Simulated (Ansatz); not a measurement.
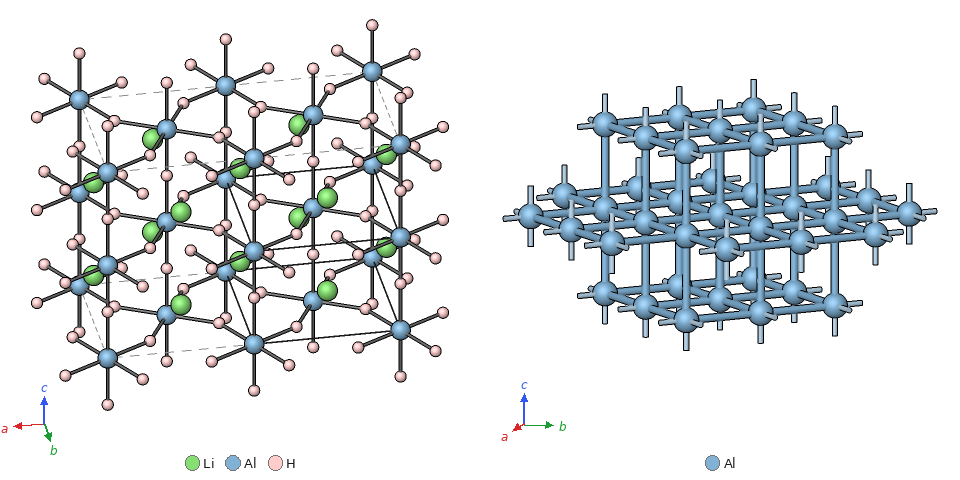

Left: the structure. Right: its underlying net. Nodes are coloured by element. Short stubs are edges that leave the cut-out.

The compound is LiAlH₃ (space group P4/mbm, No. 127), taken as the geometry relaxed with DFT PBE, scalar-relativistic, plane waves, PAW in Ansatz 0.2.0; the starting structure was generated, so it need not be a known form of this composition.

Bonds are taken as Al–H below 2.1 Å; Li is left out of the net, as the electropositive filling of the structure; no other contact counts. Simplification: prune 0- and 1-connected atoms, fold 2-connected ones into links.

The result is a uninodal 6-connected, three-periodic net: Al is a 6-connected node. H becomes part of the edges. It is the pcu net, known from NaCl, ReO3 and the B-X framework of perovskite. It is a single net, without interpenetration.

| node | links | point symbol | coordination sequence |
| --- | --- | --- | --- |
| Al | 6 | 4¹²·6³ | 6 18 38 66 102 146 |
